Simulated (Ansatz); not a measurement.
# FGeH₃SSi: from a rough start to a minimum

What shape does FGeH₃SSi take? The plan is to relax it, check the end point by its vibrations and derive ideal-gas thermochemistry, and look at its orbitals and charge.

Computed with Ansatz 0.2.0, Gaussian basis. Level: RKS PBE0-D4/def2-TZVP.

The runs, in order: relaxation at PBE-D4/def2-SVP; relaxation at PBE0-D4/def2-TZVP; harmonic vibrations at the same level; a single point in def2-TZVPP for the fields.

**1. Where the work starts**

SMILES `F[SiH]1[S][GeH2]1`, 7 atoms, charge 0, spin multiplicity 1.

Atoms are counted from 1 here; the program's logs count them from 0.

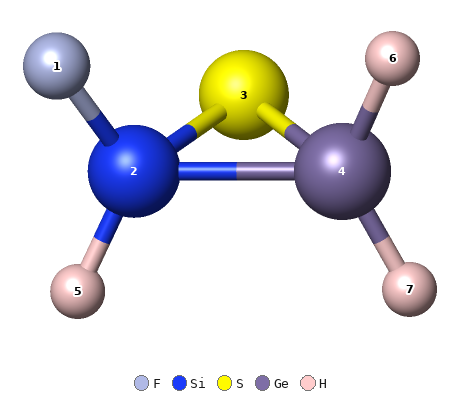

The starting geometry (fluorine light blue, silicon blue, sulfur yellow, germanium purple, hydrogen pink); atoms are numbered from 1 in the order of the file.

The start is a force-field geometry with small random shifts, so a cheaper pass at PBE-D4/def2-SVP comes first.

**2. Optimising with PBE-D4/def2-SVP (cheap first pass)**

in.yaml reads:

```yaml
crystal:
  periodic: [false, false, false]
  atoms:
    - {symbol: F, position_ang: [-0.572000, -1.538000, 1.733500]}
    - {symbol: Si, position_ang: [0.250200, -1.050400, 0.349600]}
    - {symbol: S, position_ang: [-1.043500, -0.651300, -1.338300]}
    - {symbol: Ge, position_ang: [-0.038600, 1.134900, -0.284100]}
    - {symbol: H, position_ang: [1.564500, -1.649400, 0.022500]}
    - {symbol: H, position_ang: [-1.153800, 1.908800, 0.571400]}
    - {symbol: H, position_ang: [1.054500, 1.777300, -1.100200]}
basis:
  gaussian: {orbitals: def2-SVP}
hamiltonian: {xc: pbe, dispersion: d4}
relax: {f_tol: 0.03, max_steps: 200}
```

On the command line:

```
$ ansatz run in.yaml --threads 2 --pin off --events-out ev --progress --plain --max-ram 4352MiB
```

The log of the run, shortened:

```text
Functional definition: PBE
  name "PBE"
  cite "Perdew, Burke & Ernzerhof, Phys. Rev. Lett. 77, 3865 (1996) doi:10.1103/PhysRevLett.77.3865"
  parent pbe
[...]
1074 factors; their error is unknown
[...]
mean field -77963.70341872 eV, -2865.1132549419 hartree, gradient 1.1e-5 eV, S^2 0.000000; 0 other end points of the search recorded, 0 dependent functions left out
[...]
reference -77963.70345034 eV, -2865.1132561038 hartree; 37, 37 occupied and 60, 60 virtual orbitals, 1074 factors
relax step   1: F+E_penalty+E_count = -77963.89745523 eV  Δ(F+E_penalty+E_count) = +0.000e0 eV  max|allowed force component| = 1.276e0 eV/Å  Δτ_max = 0.0000 Å  (27 SCF iters, accepted)
[...]
relax step   5: F+E_penalty+E_count = -77964.21999212 eV  Δ(F+E_penalty+E_count) = -1.373e-2 eV  max|allowed force component| = 7.203e-2 eV/Å  Δτ_max = 0.0269 Å  (28 SCF iters, accepted)
[...]
relax step   6: F+E_penalty+E_count = -77964.22025452 eV  Δ(F+E_penalty+E_count) = -2.624e-4 eV  max|allowed force component| = 2.263e-2 eV/Å  Δτ_max = 0.0031 Å  (24 SCF iters, accepted)
1074 factors; their error is unknown
[...]
mean field -77964.02852868 eV, -2865.1252025125 hartree, gradient 7.3e-6 eV, S^2 0.000000; 1 other end points of the search recorded, 0 dependent functions left out
[...]
reference -77964.02856103 eV, -2865.1252037014 hartree; 37, 37 occupied and 60, 60 virtual orbitals, 1074 factors
Total energy: -77964.22028687 eV, -2865.1322494959 hartree
Atom 0 at    -0.468401    -1.665459     1.689558 Å, force    -0.007265    -0.003414     0.009642 eV/Å
Atom 1 at     0.247996    -1.067166     0.342917 Å, force     0.017772    -0.008374    -0.022630 eV/Å
Atom 2 at    -0.996299    -0.646152    -1.323802 Å, force    -0.002237    -0.006387     0.004238 eV/Å
Atom 3 at    -0.013655     1.165341    -0.190438 Å, force     0.014621     0.010759     0.006151 eV/Å
Atom 4 at     1.498136    -1.864634     0.142788 Å, force    -0.014269     0.011963     0.003610 eV/Å
Atom 5 at    -1.114615     2.049382     0.441308 Å, force    -0.004655    -0.000680    -0.002176 eV/Å
Atom 6 at     0.908138     1.960588    -1.147930 Å, force    -0.003967    -0.003866     0.001165 eV/Å
Dipole moment:     0.310439     0.259601     0.041401 e Å
```

It took 10 s on 2 threads of AMD EPYC 7B13, shared host.

Step by step:

```tsv
step	energy from step 1 (eV)	largest force component (eV/Å)
1	0.0000	1.2755
2	-0.2712	0.7233
3	-0.3007	0.7388
4	-0.3088	0.8317
5	-0.3225	0.0720
6	-0.3228	0.0226
```

Distances of close pairs at the start and the end, largest changes first:

```tsv
bond	before (Å)	after (Å)	change (Å)
Ge4–H6	1.605	1.547	-0.058
S3–Ge4	2.305	2.352	+0.047
F1–Si2	1.682	1.638	-0.043
Si2–S3	2.164	2.122	-0.042
Ge4–H7	1.508	1.549	+0.041
Si2–Ge4	2.294	2.310	+0.017
Si2–H5	1.481	1.496	+0.015
```

**3. Relaxation at PBE0-D4/def2-TZVP**

in.yaml reads:

```yaml
crystal:
  periodic: [false, false, false]
  atoms:
    - {symbol: F, position_ang: [-0.468401, -1.665459, 1.689558]}
    - {symbol: Si, position_ang: [0.247996, -1.067166, 0.342917]}
    - {symbol: S, position_ang: [-0.996299, -0.646152, -1.323802]}
    - {symbol: Ge, position_ang: [-0.013655, 1.165341, -0.190438]}
    - {symbol: H, position_ang: [1.498136, -1.864634, 0.142788]}
    - {symbol: H, position_ang: [-1.114615, 2.049382, 0.441308]}
    - {symbol: H, position_ang: [0.908138, 1.960588, -1.147930]}
basis:
  gaussian: {orbitals: def2-TZVP}
hamiltonian: {xc: pbe0, dispersion: d4}
relax: {f_tol: 0.005, max_steps: 150}
```

Same command.

The log of the run, shortened:

```text
Functional definition: PBE0
  name "PBE0"
  cite "Adamo & Barone, J. Chem. Phys. 110, 6158 (1999) doi:10.1063/1.478522"
  cite "Perdew, Burke & Ernzerhof, Phys. Rev. Lett. 77, 3865 (1996) doi:10.1103/PhysRevLett.77.3865"
  parent pbe
[...]
1228 factors; their error is unknown
[...]
mean field -77984.43192999 eV, -2865.8750136805 hartree, gradient 6.9e-5 eV, S^2 0.000000; 0 other end points of the search recorded, 0 dependent functions left out
[...]
reference -77984.43195952 eV, -2865.8750147659 hartree; 37, 37 occupied and 134, 134 virtual orbitals, 1228 factors
relax step   1: F+E_penalty+E_count = -77984.59466196 eV  Δ(F+E_penalty+E_count) = +0.000e0 eV  max|allowed force component| = 1.113e0 eV/Å  Δτ_max = 0.0000 Å  (27 SCF iters, accepted)
[...]
reference -77984.48881031 eV, -2865.8771039940 hartree; 37, 37 occupied and 134, 134 virtual orbitals, 1228 factors
Total energy: -77984.65262017 eV, -2865.8831238950 hartree
Atom 0 at    -0.454340    -1.649691     1.656347 Å, force    -0.000702    -0.000968     0.000340 eV/Å
Atom 1 at     0.242124    -1.056271     0.351436 Å, force     0.002464     0.002459    -0.000058 eV/Å
Atom 2 at    -0.979817    -0.639132    -1.296453 Å, force    -0.000168    -0.000643     0.000675 eV/Å
Atom 3 at    -0.021064     1.151859    -0.196680 Å, force    -0.003197    -0.001557     0.000199 eV/Å
Atom 4 at     1.473917    -1.840495     0.137370 Å, force    -0.000876     0.000513    -0.001101 eV/Å
Atom 5 at    -1.105093     2.030187     0.434305 Å, force     0.001001     0.000570    -0.000844 eV/Å
Atom 6 at     0.905573     1.935442    -1.131925 Å, force     0.001479    -0.000373     0.000790 eV/Å
Dipole moment:     0.299643     0.273771     0.034718 e Å
```

It took 29 s on 2 threads of AMD EPYC 7B13, shared host; peak memory 0.5 GiB.

Step by step:

```tsv
step	energy from step 1 (eV)	largest force component (eV/Å)
1	0.0000	1.1131
2	-0.0454	0.6789
3	-0.0577	0.0871
4	-0.0579	0.0254
5	-0.0579	0.0052
6	-0.0579	0.0032
```

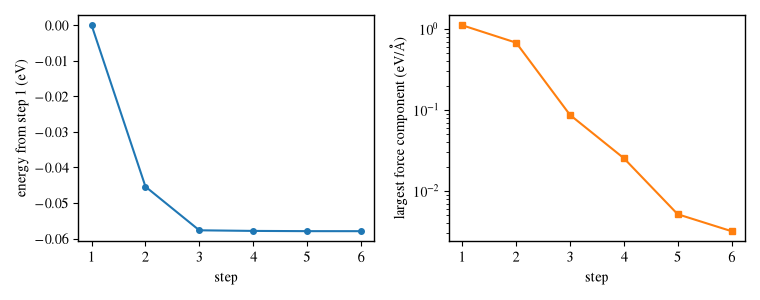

Energy and force, step by step.

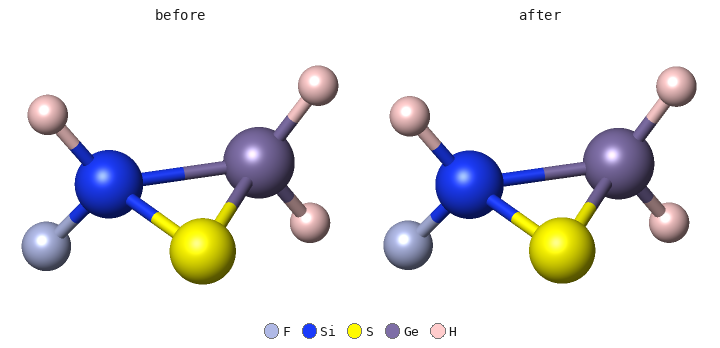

The geometry before (left) and after (right).

Distances of close pairs at the start and the end, largest changes first:

```tsv
bond	before (Å)	after (Å)	change (Å)
F1–Si2	1.638	1.594	-0.045
S3–Ge4	2.352	2.310	-0.042
Si2–S3	2.122	2.093	-0.029
Si2–H5	1.496	1.476	-0.020
Si2–Ge4	2.310	2.290	-0.020
Ge4–H7	1.549	1.532	-0.017
Ge4–H6	1.547	1.531	-0.016
```

Mulliken charges of the relaxed molecule (report file):

```tsv
atom	value (e)
F1	-0.29
Si2	0.46
S3	-0.33
Ge4	0.09
H5	-0.01
H6	0.04
H7	0.04
```

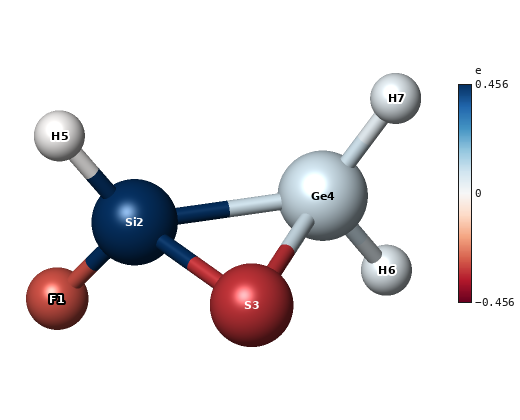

Mulliken charges of the relaxed molecule (report file), as colours on the atoms.

**4. Force constants and modes**

in.yaml reads:

```yaml
crystal:
  periodic: [false, false, false]
  atoms:
    - {symbol: F, position_ang: [-0.454340, -1.649691, 1.656347]}
    - {symbol: Si, position_ang: [0.242124, -1.056271, 0.351436]}
    - {symbol: S, position_ang: [-0.979817, -0.639132, -1.296453]}
    - {symbol: Ge, position_ang: [-0.021064, 1.151859, -0.196680]}
    - {symbol: H, position_ang: [1.473917, -1.840495, 0.137370]}
    - {symbol: H, position_ang: [-1.105093, 2.030187, 0.434305]}
    - {symbol: H, position_ang: [0.905573, 1.935442, -1.131925]}
basis:
  gaussian: {orbitals: def2-TZVP}
hamiltonian: {xc: pbe0, dispersion: d4}
phonons: {temperatures: {t_min: 298.15, t_max: 900, t_step: 200}}
```

The command is unchanged.

The log of the run, shortened:

```text
Functional definition: PBE0
  name "PBE0"
  cite "Adamo & Barone, J. Chem. Phys. 110, 6158 (1999) doi:10.1063/1.478522"
  cite "Perdew, Burke & Ernzerhof, Phys. Rev. Lett. 77, 3865 (1996) doi:10.1103/PhysRevLett.77.3865"
  parent pbe
[...]
1228 factors; their error is unknown
[...]
mean field -77984.48878014 eV, -2865.8771028852 hartree, gradient 5.4e-5 eV, S^2 0.000000; 0 other end points of the search recorded, 0 dependent functions left out
[...]
reference -77984.48880956 eV, -2865.8771039661 hartree; 37, 37 occupied and 134, 134 virtual orbitals, 1228 factors
[...]
1228 factors; their error is unknown
mean field -77984.48875253 eV, -2865.8771018705 hartree, gradient 1.5e-6 eV, S^2 0.000000; 0 other end points of the search recorded, 0 dependent functions left out
[...]
reference -77984.48878195 eV, -2865.8771029515 hartree; 37, 37 occupied and 134, 134 virtual orbitals, 1228 factors
[...]
Total energy: -77984.65261942 eV, -2865.8831238676 hartree
Atom 0 at    -0.454340    -1.649691     1.656347 Å, force    -0.000699    -0.000967     0.000342 eV/Å
Atom 1 at     0.242124    -1.056271     0.351436 Å, force     0.002484     0.002433    -0.000036 eV/Å
Atom 2 at    -0.979817    -0.639132    -1.296453 Å, force    -0.000186    -0.000645     0.000646 eV/Å
Atom 3 at    -0.021064     1.151859    -0.196680 Å, force    -0.003195    -0.001542     0.000211 eV/Å
Atom 4 at     1.473917    -1.840495     0.137370 Å, force    -0.000886     0.000521    -0.001100 eV/Å
Atom 5 at    -1.105093     2.030187     0.434305 Å, force     0.001001     0.000569    -0.000845 eV/Å
Atom 6 at     0.905573     1.935442    -1.131925 Å, force     0.001481    -0.000370     0.000783 eV/Å
Dipole moment:     0.299642     0.273773     0.034718 e Å
Vibrations: 160.03 233.51 281.66 378.69 445.68 523.67 547.75 583.90 694.38 821.05 852.22 911.24 2160.74 2175.76 2268.79 cm⁻¹, zero-point energy 0.808318 eV
```

It took 2 min on 2 threads of AMD EPYC 7B13, shared host; peak memory 0.51 GiB.

Motions are named by where the mode's potential energy lies. Wavenumbers, unscaled:

```tsv
mode	cm⁻¹	motion
1	160	bend
2	234	bend
3	282	Ge–S stretch with bend
4	379	bend with Si–Ge stretch
5	446	bend
6	524	bend
7	548	bend
8	584	bend with Si–S stretch
9	694	bend
10	821	bend
11	852	bend
12	911	Si–F stretch
13	2161	Ge–H stretch
14	2176	Ge–H stretch
15	2269	Si–H stretch
```

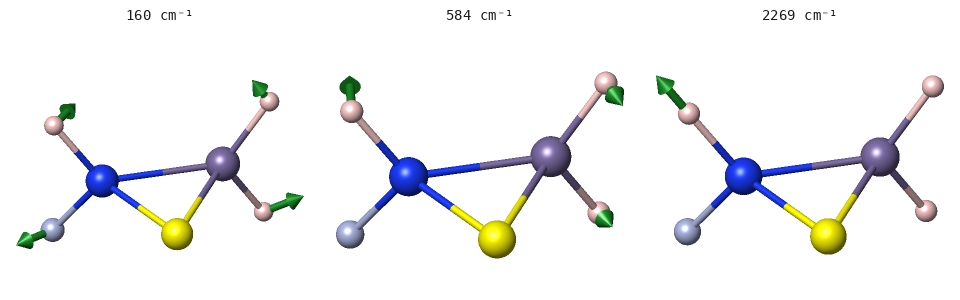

How the atoms move in 3 of the modes.

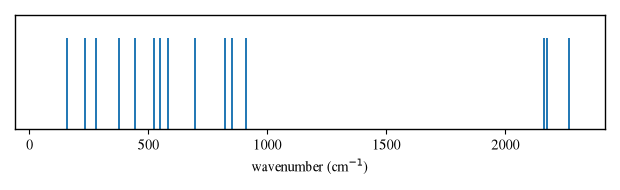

The harmonic wavenumbers as sticks (no intensities were computed).

Ideal gas, rigid rotor and harmonic oscillator at 298.15 K and 1 bar, with symmetry number 1:

```tsv
term	value
zero-point energy	78.0 kJ/mol
H(298) − E	95.9 kJ/mol
entropy, translation	171.7 J/(mol K)
entropy, rotation	115.5 J/(mol K)
entropy, vibration	42.7 J/(mol K)
entropy, total	329.9 J/(mol K)
```

**5. A single point for the fields**

in.yaml: that of step 4 with these lines changed.

```diff
@@ -11,4 +11,4 @@
 basis:
-  gaussian: {orbitals: def2-TZVP}
+  gaussian: {orbitals: def2-TZVPP}
 hamiltonian: {xc: pbe0, dispersion: d4}
-phonons: {temperatures: {t_min: 298.15, t_max: 900, t_step: 200}}
+output: {orbitals: {seedname: orbitals}}
```

Launched as before.

The log of the run:

```text
Functional definition: PBE0
  name "PBE0"
  cite "Adamo & Barone, J. Chem. Phys. 110, 6158 (1999) doi:10.1063/1.478522"
  cite "Perdew, Burke & Ernzerhof, Phys. Rev. Lett. 77, 3865 (1996) doi:10.1103/PhysRevLett.77.3865"
  parent pbe
  parameter a = 0.25
  parameter kappa = 0.804
  parameter beta = 0.06672455060314922
  exchange = (1 - a)*pbe_x(kappa = kappa, mu = beta*pi^2/3) + a*exact_x
  correlation = pbe_c(beta = beta)
1340 factors; their error is unknown
mean field evaluation 1: about -77982.2517 eV, gradient 3.7e1 eV
mean field evaluation 2: about -77980.1405 eV, gradient 5.4e1 eV
mean field evaluation 4: about -77984.1990 eV, gradient 1.6e0 eV
mean field evaluation 8: about -77984.2046 eV, gradient 3.8e-2 eV
mean field evaluation 16: about -77984.5092 eV, gradient 3.6e-5 eV
mean field -77984.50915011 eV, -2865.8778514679 hartree, gradient 3.6e-5 eV, S^2 0.000000; 0 other end points of the search recorded, 0 dependent functions left out
reference -77984.50917948 eV, -2865.8778525472 hartree; 37, 37 occupied and 168, 168 virtual orbitals, 1340 factors
Total energy: -77984.67298935 eV, -2865.8838724487 hartree
```

Run time: 3.8 s. Hardware: 2 threads of AMD EPYC 7B13, shared host; peak memory 0.62 GiB.

Orbitals, density, ELF and potential are computed afterwards from the orbital file.

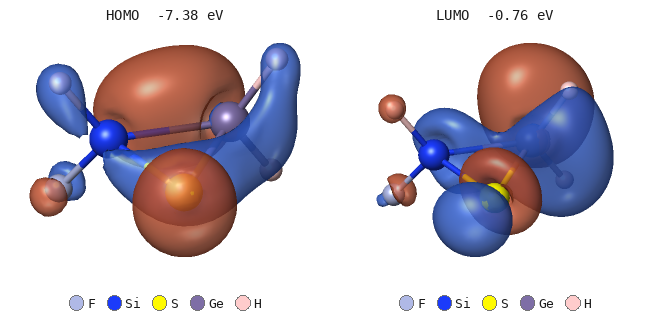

PBE0-D4/def2-TZVPP orbitals near the gap, drawn at the value that encloses 70 % of each; the two colours are the two signs.

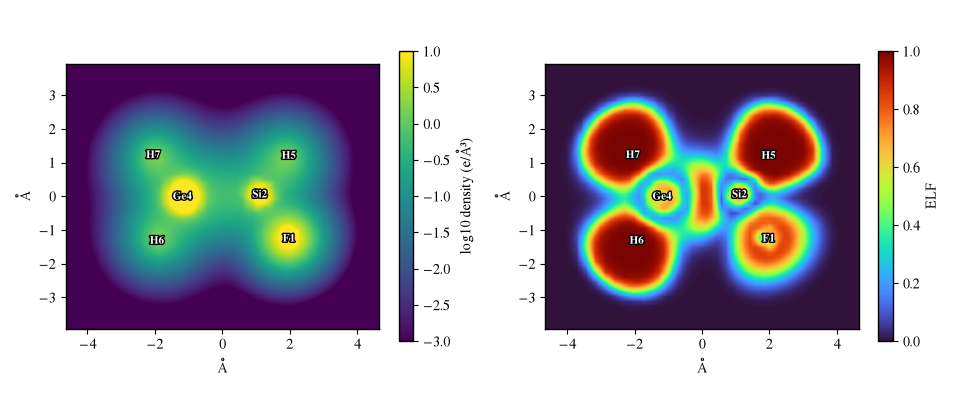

Density (left) and ELF (right) in a plane through or near 6 of the atoms.

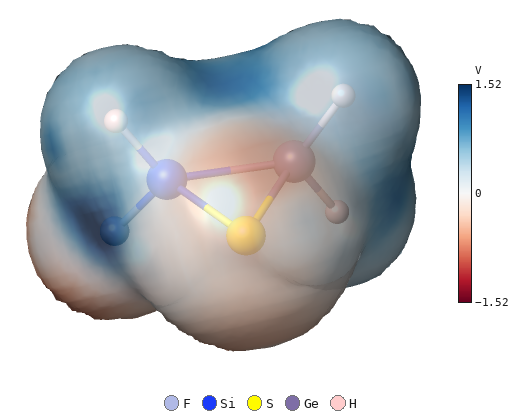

The potential that a unit positive charge feels on the 0.002 e/bohr³ surface, from -0.77 V near F1 to 1.52 V near Ge4.

**6. What came out**

```
                  quantity            value
               point group               C1
                     steps            6 + 6
shift from the start (rms)          0.164 Å
              total energy   -77984.6526 eV
           dispersion term         -164 meV
             dipole moment           1.96 D
lowest, highest wavenumber   160, 2269 cm⁻¹
         zero-point energy      78.0 kJ/mol
       entropy at 298.15 K  329.9 J/(mol K)
                HOMO, LUMO  -7.38, -0.76 eV
```

What this shows: The atoms moved 0.16 Å (rms) from the start; the bond that changed most is F1–Si2, from 1.682 to 1.594 Å. All wavenumbers are real, so the end point is a minimum. The stiffest mode, 2269 cm⁻¹, is an Si–H stretch. Harmonic hybrid wavenumbers usually lie a few per cent above measured fundamentals. The largest Mulliken charge, +0.46 e, sits on Si2. The HOMO lies mostly on S3 33 %; Ge4 30 % and the LUMO on Ge4 34 %; S3 23 %.
